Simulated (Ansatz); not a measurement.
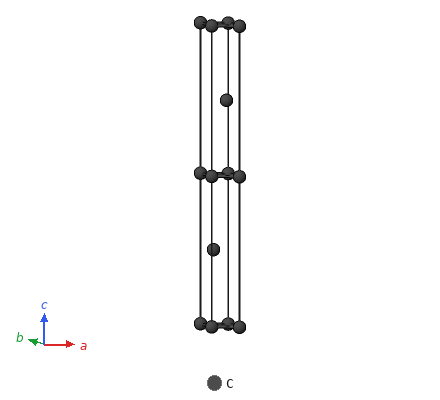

C (P6_3/mmc, No. 194): the geometry given to an electronic-structure calculation, possibly off equilibrium; the starting structure was generated, so it need not be a known form of this composition.

```
CELL_PARAMETERS angstrom
1.72814 0.00000 0.00000
-0.86407 1.49662 0.00000
0.00000 0.00000 18.80650
ATOMIC_POSITIONS crystal
C 0.00000 0.00000 0.00000
C 0.00000 0.00000 0.50000
C 0.33333 0.66667 0.25000
C 0.66667 0.33333 0.75000
```

What will a dark-field STEM-like image along [210] show? The image is simulated as a sum over atoms of Z^1.8, blurred by a 0.50 Å probe (no channelling). The probe carries 15 % of its weight in a tail 2.5 times as wide. Shot noise was added.

The columns repeat on a rectangular net of 0.86 × 4.70 Å (plane group p2mm). All columns are alike (C). The shortest distance between visible columns is 0.86 Å in projection. Along the beam the structure repeats every 2.99 Å.

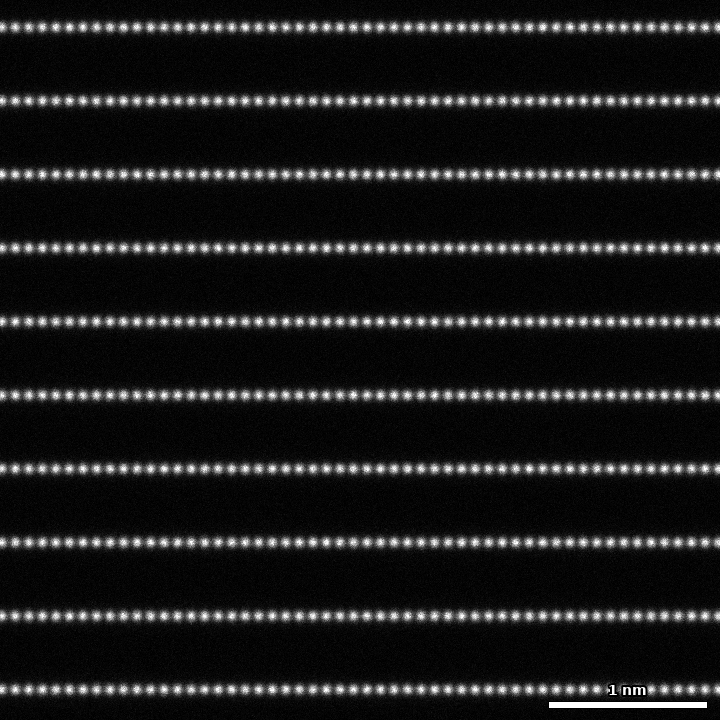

The simulated image.
